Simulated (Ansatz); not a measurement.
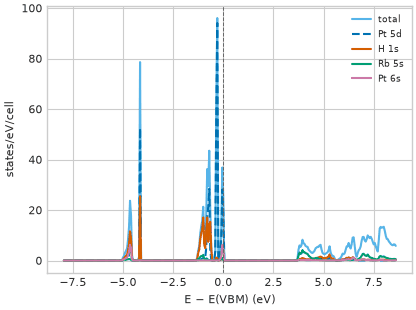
Figure. Total and projected density of states of Rb$_{2}$H$_{4}$Pt in space group P4_2/mnm (No. 136; Rb on 4d, H on 4e, H on 4f, Pt on 2a), r²SCAN (plane waves, PAW; program Ansatz)

**Question.** Which orbitals carry the states next to the gap?

**Answer.** Top 1 eV of the valence band: Pt 5d 72 %, H 1s 21 %. Bottom 1 eV of the conduction band: Rb 5s 43 %, H 1s 13 %, outside the projected shells 35 %. Projections are on Löwdin-orthogonalised atomic valence shells; empty p or d shells of many metals are not among them.

**Question.** Where is the tallest occupied peak in this window, and what makes it?

**Answer.** Near -0.3 eV, about 96 states/eV per cell; the largest projected share is Pt 5d.

The workflow started from a Materials Project entry (that database holds measured and hypothetical structures alike); the Crystallography Open Database copy checked does not list it. Whether it is the stable phase at ambient conditions was not checked. The cell was relaxed with r²SCAN under the symmetry of its start; its stability against distortions is not shown here. The run is not spin-polarised. Scalar-relativistic: spin–orbit coupling is off unless named, which matters more the heavier the elements.

Potentials: the later of the program's two PAW sets.
